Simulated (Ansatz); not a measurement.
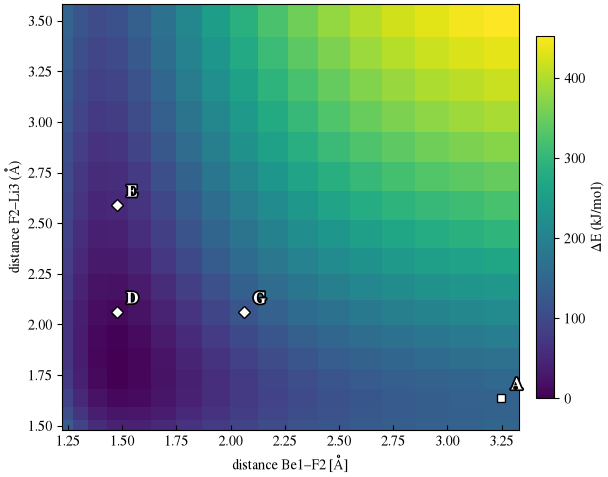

The system Be + FLi. First axis: distance Be1–F2. Second axis: distance F2–Li3. Nothing is relaxed (the angle Be1–F2–Li3 is fixed at 90 degrees). The scan uses a 17 × 17 grid. Points are written as (first, second). Energies are in kJ/mol, from the lowest grid point. The reference is spin-restricted, so regions where a bond is pulled apart into radicals lie too high. Level of theory: Ansatz, RKS PBE-D4/def2-TZVPD.

Drawn: one coloured cell a grid point, lettered points.

Question: Is E the lowest point of the computed grid?

Answer: No. E lies 50 kJ/mol above the lowest grid point, which is at (1.475 Å, 1.834 Å).

Question: Rank the lettered points by energy, lowest first.

Answer: D (11 kJ/mol), E (50 kJ/mol), G (117 kJ/mol), A (142 kJ/mol).
